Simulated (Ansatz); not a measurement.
**Cl₈Ge₄S₄ (cyclo-(Cl2GeS)4): density, localisation and related maps**

Input file:

```
crystal:
  periodic: [false, false, false]
  atoms:
    - {symbol: Ge, position_ang: [2.089705, -0.916751, -1.095362]}
    - {symbol: Cl, position_ang: [4.022859, -1.194712, -2.011260]}
    - {symbol: Cl, position_ang: [0.580945, -1.761336, -2.389123]}
    - {symbol: S, position_ang: [2.292062, -2.064673, 0.817121]}
    - {symbol: Ge, position_ang: [0.303356, -1.758499, 1.800748]}
    - {symbol: Cl, position_ang: [0.528342, -2.846384, 3.649899]}
    - {symbol: Cl, position_ang: [-1.308349, -2.643020, 0.667671]}
    - {symbol: S, position_ang: [-0.069613, 0.384815, 2.330580]}
    - {symbol: Ge, position_ang: [-1.923224, 0.930215, 1.201393]}
    - {symbol: Cl, position_ang: [-3.669743, -0.139070, 1.875403]}
    - {symbol: Cl, position_ang: [-2.142296, 3.011910, 1.725521]}
    - {symbol: S, position_ang: [-1.918798, 0.588360, -1.010055]}
    - {symbol: Ge, position_ang: [-0.143783, 1.763891, -1.698703]}
    - {symbol: Cl, position_ang: [-0.151508, 1.492614, -3.837425]}
    - {symbol: Cl, position_ang: [-0.316843, 3.871738, -1.271687]}
    - {symbol: S, position_ang: [1.826877, 1.280912, -0.754710]}
basis:
  gaussian: {orbitals: def2-TZVP, fitting: {mean_field: def2-universal-jkfit}, initial_orbitals: start.molden}
hamiltonian: {xc: pbe0, dispersion: d4}
scf: {omitted_lower_state_checks: [starts]}
output: {orbitals: {seedname: orbitals}}
```

Command:

```sh
ansatz run in.yaml --threads 2 --pin off --events-out ev --progress --plain --max-ram 32768MiB --backend cuda --devices 0, --max-vram 18GiB
```

Geometry: PBE-D4/def2-SVP.

These are results of RKS PBE0-D4/def2-TZVP (Ansatz 0.2.0), not measurements.

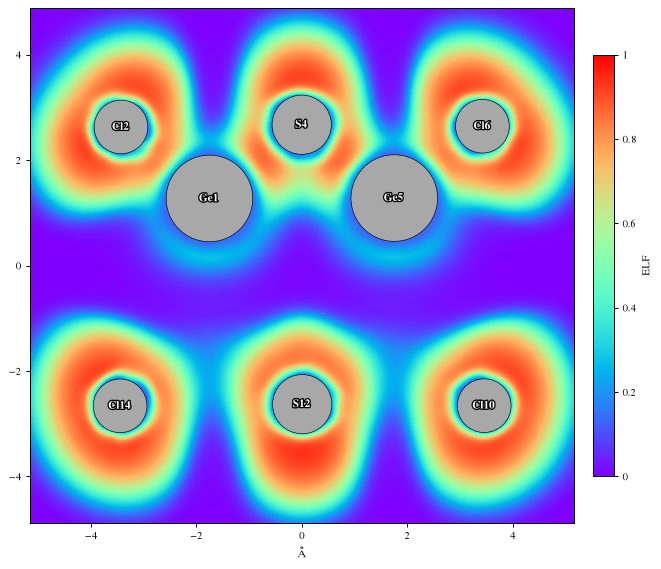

Figure 1. ELF on the plane of atoms Ge1, S4 and Ge5. Grey discs cover the atomic cores.

What do the fields say about this system?

Atoms in the plane: Ge, Cl and S. Ge–Cl (2.16 Å): the ELF peaks at about 0.80 in the valence shell of Cl, 0.8 Å from its nucleus, and is about 0.70 at the midpoint. Ge–S (2.24 Å): the ELF peaks at about 0.85 in the valence shell of S, 1.0 Å from its nucleus, and is about 0.80 at the midpoint. The ELF also peaks beside S12, Cl14, Cl10, Cl2, Cl6 and S4, away from the bonds: lone-pair regions.

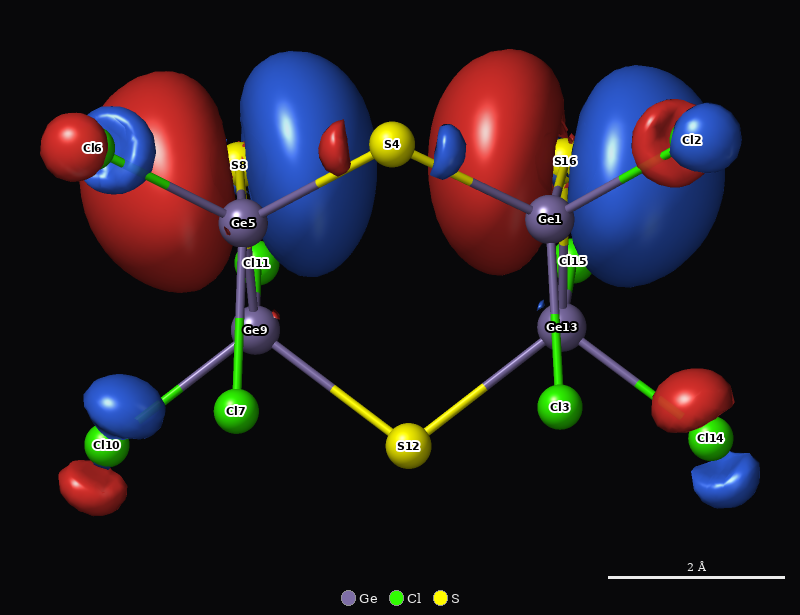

Figure 2. One frontier orbital at ±0.08 Å⁻³ᐟ² (blue and red are the two phases), seen from one side.

Which orbital is it: HOMO or LUMO?

The HOMO, at −8.37 eV. By Hirshfeld shares it lies mainly on S8 (about 40 %) and S16 (about 40 %); largely a combination of lone pairs on S8 and S16.
